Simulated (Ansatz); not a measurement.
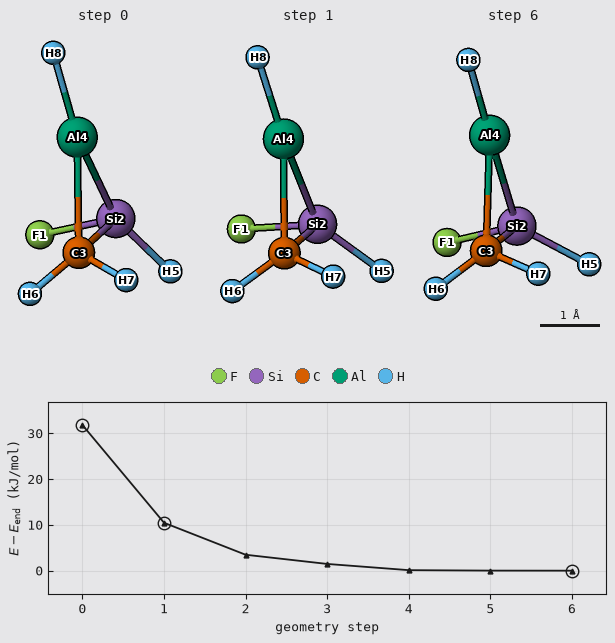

Frames of a relaxation of CH4AlFSi, marked on the history of the run. The picture is a ball-and-stick view, seen from a free direction.

The run prepares the start of a later molecular dynamics calculation, from a guessed geometry.

All numbers below come from RKS B3LYP-D4/def2-SVP (Ansatz 0.2.0). Set-up: no spin polarisation; force threshold 0.02 eV/Å; at most 40 steps.

**Describe the path.**

After 6 geometry steps the energy has fallen by 31.8 kJ/mol. The largest force component goes from 1.6 to 0.018 eV/Å. H5 moves most after the best rigid fit: 0.26 Å. By element the largest moves are H 0.26 Å, Si 0.20 Å, F 0.19 Å, Al 0.13 Å, C 0.11 Å. Some distances before and after: Si2–C3 2.075 → 1.912 Å, Si2–Al4 2.380 → 2.348 Å, Si2–H5 1.477 → 1.494 Å, C3–H7 1.096 → 1.110 Å. Among the angles between lasting bonds that change: Al4–Si2–H5 153.6° → 135.1°, Si2–Al4–H8 149.1° → 165.8°, C3–Al4–H8 153.6° → 141.4°. From step 0 to 1: F1 moves most (0.14 Å), energy −21.4 kJ/mol. From step 1 to 6: F1 moves most (0.23 Å), energy −10.5 kJ/mol.
